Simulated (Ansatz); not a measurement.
The calculation's input:

```
basis:
  gaussian: {orbitals: def2-SVPD}
crystal:
  periodic: [false, false, false]
  atoms:
    - {symbol: C, position_ang: [-2.852333, -1.454514, 0.333908]}
    - {symbol: C, position_ang: [-1.975575, -1.577185, -0.678058]}
    - {symbol: C, position_ang: [0.261557, 0.482518, -1.714403]}
    - {symbol: C, position_ang: [-0.728654, 1.184420, -2.296301]}
    - {symbol: Br, position_ang: [0.343750, -0.422074, 1.649486]}
    - {symbol: Ge, position_ang: [-0.101764, -1.050595, -0.570053]}
    - {symbol: H, position_ang: [-2.544662, -1.049540, 1.313819]}
    - {symbol: H, position_ang: [-3.908151, -1.758453, 0.227506]}
    - {symbol: H, position_ang: [-2.310615, -1.991661, -1.647383]}
    - {symbol: H, position_ang: [0.866915, -2.225799, -0.871762]}
    - {symbol: H, position_ang: [1.314588, 0.774456, -1.874257]}
    - {symbol: H, position_ang: [-0.523654, 2.054138, -2.944745]}
    - {symbol: H, position_ang: [-1.791196, 0.925051, -2.145527]}
hamiltonian: {xc: {name: PBE0}}
output: {forces: true, orbitals: {seedname: orbitals}}
```

Launched as:

```sh
ansatz run input.yaml --threads 4 --pin off --max-ram 7830MiB --events-out events.jsonl --progress --plain --runs-dir runs
```

Geometry: PBE-D3(BJ)/def2-SVP.

Theory: Ansatz, isolated molecule in a Gaussian basis; Kohn-Sham density functional theory, functional PBE0.

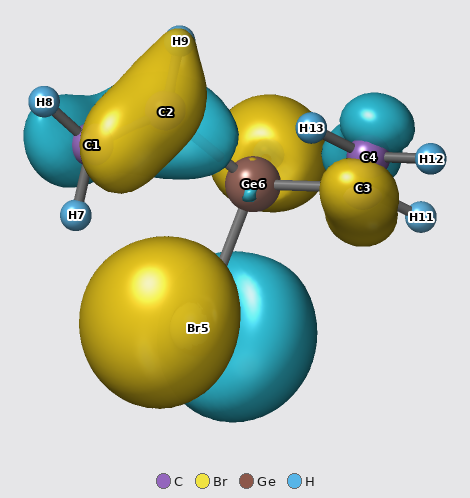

C$_{4}$H$_{7}$BrGe. The HOMO−1 at ±0.08 Å⁻³ᐟ² (yellow and cyan are the two phases), seen at an oblique angle.

### What is the character of this orbital?

It lies mainly on Br5 (about 60 %), C2 (about 10 %), Ge6 (about 5 %), C1 (about 5 %) and H10 (about 5 %). Its energy is −8.04 eV.
